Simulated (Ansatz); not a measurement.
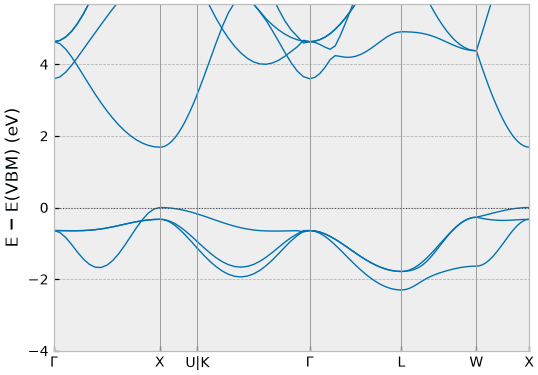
Figure: Band structure from the program Ansatz at the LDA level (PAW)

### Question
Read off the gap and where the band edges lie.

### Answer
About 1.7 eV (1.68 eV by a search for the band edges); maximum at X, minimum at X.

The material is BaO (rock salt, Fm-3m).

The LDA relaxation kept the symmetry of its start; phonons on a q-mesh show no instability. Scalar-relativistic: spin–orbit coupling is off unless named, which matters more the heavier the elements.

Potentials: the later of the program's two PAW sets.
